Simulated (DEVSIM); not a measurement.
System: Si/Ge p-n heterojunction, at 400 K.

```csv
layer (left to right),material,thickness (μm),Nd (cm⁻³),Na (cm⁻³),τn (s),τp (s)
1,Si,1.00,-,2.4e17,1.5e-6,1.5e-6
2,Ge,0.940,4.5e15,-,1.5e-6,1.5e-5
```

Left contact: ohmic. Right contact: ohmic. Voltage is applied to the left contact. Recombination: SRH at mid-gap, radiative. Mobility is constant in doping.

This is a model device: material constants are rounded textbook-type values typed into the input, and sizes, dopings and lifetimes were drawn at random. Values at 300 K; Nc and Nv go as T^1.5, mobilities as T to minus their exponent, the gap by Varshni's rule with the affinity fixed.

```tsv
parameter	Si	Ge
gap (eV)	1.124	0.664
affinity (eV)	4.05	4
permittivity	11.7	16
Nc (cm⁻³)	2.86e19	1.04e19
Nv (cm⁻³)	3.1e19	6e18
μn (cm²/Vs)	1417	3900
μp (cm²/Vs)	470	1900
T exponent of μn	2.3	1.66
T exponent of μp	2.2	2.33
B (cm³/s)	4.7e-15	6.4e-14
Varshni α (eV/K)	0.000473	0.000477
Varshni β (K)	636	235
```

Model (solved in DEVSIM): 1D drift-diffusion, Boltzmann statistics, complete ionisation; no tunnelling, impact ionisation, image-force lowering or self-heating. Band offsets follow the typed affinities; no thermionic-emission limit at abrupt steps, no polarisation charge.

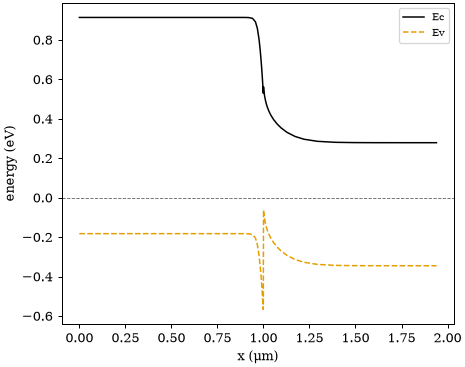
Figure: Band edges at zero bias

Energies count from the Fermi level of the right contact; mesh points crowd at the junctions.

```json
[
 {"x (μm)": "0.000", "Ec (eV)": "0.914", "Ev (eV)": "-0.182", "n (cm⁻³)": "1.3e8", "p (cm⁻³)": "2.4e17", "field (V/cm)": "≈ 0"},
 {"x (μm)": "0.006033", "Ec (eV)": "0.914", "Ev (eV)": "-0.182", "n (cm⁻³)": "1.3e8", "p (cm⁻³)": "2.4e17", "field (V/cm)": "≈ 0"},
 {"x (μm)": "0.01957", "Ec (eV)": "0.914", "Ev (eV)": "-0.182", "n (cm⁻³)": "1.3e8", "p (cm⁻³)": "2.4e17", "field (V/cm)": "≈ 0"},
 {"x (μm)": "0.04997", "Ec (eV)": "0.914", "Ev (eV)": "-0.182", "n (cm⁻³)": "1.3e8", "p (cm⁻³)": "2.4e17", "field (V/cm)": "≈ 0"},
 {"x (μm)": "0.1520", "Ec (eV)": "0.914", "Ev (eV)": "-0.182", "n (cm⁻³)": "1.3e8", "p (cm⁻³)": "2.4e17", "field (V/cm)": "≈ 0"},
 {"x (μm)": "0.3471", "Ec (eV)": "0.914", "Ev (eV)": "-0.182", "n (cm⁻³)": "1.3e8", "p (cm⁻³)": "2.4e17", "field (V/cm)": "≈ 0"},
 {"x (μm)": "0.6812", "Ec (eV)": "0.914", "Ev (eV)": "-0.182", "n (cm⁻³)": "1.3e8", "p (cm⁻³)": "2.4e17", "field (V/cm)": "≈ 0"},
 {"x (μm)": "0.8962", "Ec (eV)": "0.914", "Ev (eV)": "-0.182", "n (cm⁻³)": "1.3e8", "p (cm⁻³)": "2.4e17", "field (V/cm)": "-51"},
 {"x (μm)": "0.9564", "Ec (eV)": "0.892", "Ev (eV)": "-0.204", "n (cm⁻³)": "2.5e8", "p (cm⁻³)": "1.3e17", "field (V/cm)": "-21000"},
 {"x (μm)": "0.9824", "Ec (eV)": "0.748", "Ev (eV)": "-0.348", "n (cm⁻³)": "1.7e10", "p (cm⁻³)": "1.9e15", "field (V/cm)": "-99000"},
 {"x (μm)": "0.9948", "Ec (eV)": "0.596", "Ev (eV)": "-0.500", "n (cm⁻³)": "1.4e12", "p (cm⁻³)": "2.4e13", "field (V/cm)": "-150000"},
 {"x (μm)": "1.002", "Ec (eV)": "0.545", "Ev (eV)": "-0.079", "n (cm⁻³)": "2.2e12", "p (cm⁻³)": "9.4e17", "field (V/cm)": "-87000"},
 {"x (μm)": "1.011", "Ec (eV)": "0.494", "Ev (eV)": "-0.130", "n (cm⁻³)": "9.6e12", "p (cm⁻³)": "2.1e17", "field (V/cm)": "-43000"},
 {"x (μm)": "1.030", "Ec (eV)": "0.437", "Ev (eV)": "-0.187", "n (cm⁻³)": "5.0e13", "p (cm⁻³)": "4.1e16", "field (V/cm)": "-21000"},
 {"x (μm)": "1.095", "Ec (eV)": "0.354", "Ev (eV)": "-0.270", "n (cm⁻³)": "5.5e14", "p (cm⁻³)": "3.7e15", "field (V/cm)": "-8200"},
 {"x (μm)": "1.220", "Ec (eV)": "0.296", "Ev (eV)": "-0.328", "n (cm⁻³)": "3.0e15", "p (cm⁻³)": "6.9e14", "field (V/cm)": "-2200"},
 {"x (μm)": "1.489", "Ec (eV)": "0.279", "Ev (eV)": "-0.345", "n (cm⁻³)": "4.8e15", "p (cm⁻³)": "4.2e14", "field (V/cm)": "-72"},
 {"x (μm)": "1.742", "Ec (eV)": "0.279", "Ev (eV)": "-0.345", "n (cm⁻³)": "4.9e15", "p (cm⁻³)": "4.1e14", "field (V/cm)": "≈ 0"},
 {"x (μm)": "1.877", "Ec (eV)": "0.279", "Ev (eV)": "-0.345", "n (cm⁻³)": "4.9e15", "p (cm⁻³)": "4.1e14", "field (V/cm)": "≈ 0"},
 {"x (μm)": "1.914", "Ec (eV)": "0.279", "Ev (eV)": "-0.345", "n (cm⁻³)": "4.9e15", "p (cm⁻³)": "4.1e14", "field (V/cm)": "≈ 0"},
 {"x (μm)": "1.931", "Ec (eV)": "0.279", "Ev (eV)": "-0.345", "n (cm⁻³)": "4.9e15", "p (cm⁻³)": "4.1e14", "field (V/cm)": "≈ 0"},
 {"x (μm)": "1.940", "Ec (eV)": "0.279", "Ev (eV)": "-0.345", "n (cm⁻³)": "4.9e15", "p (cm⁻³)": "4.1e14", "field (V/cm)": "≈ 0"}
]
```
